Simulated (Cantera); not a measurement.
Charge: 1 mol Si, 0.003 mol O₂, 280 mol N₂, held at 18.0 mbar.

These are equilibrium values from Cantera (NASA tables, ideal gas, pure condensed phases), not measurements of a reactor. Candidate condensed phases: Si, SiO₂, Si₂N₂O, Si₃N₄; 16 gas species. N₂ is the only nitrogen source here; it is nearly inert below about 1500 K, so the nitride shown seldom forms there in practice. Mutual solubility and eutectic melting of coexisting phases are not modelled. The tables' values for SiN are old estimates; treat these amounts as uncertain. The numbers say what is thermodynamically allowed, not how fast it happens.

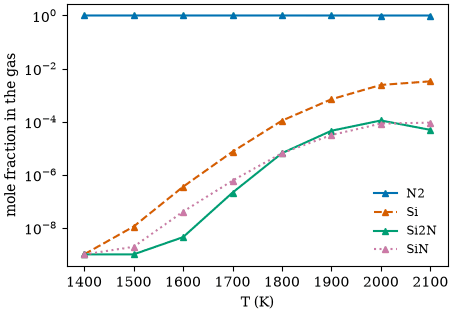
Figure. Equilibrium gas composition (values under 1e-9 drawn at 1e-9)

Q: Read off the mole fractions at 1800 K.

A: N₂ about 1.00, Si about 0.00011, SiN about 6.5e-6, Si₂N about 6.5e-6.
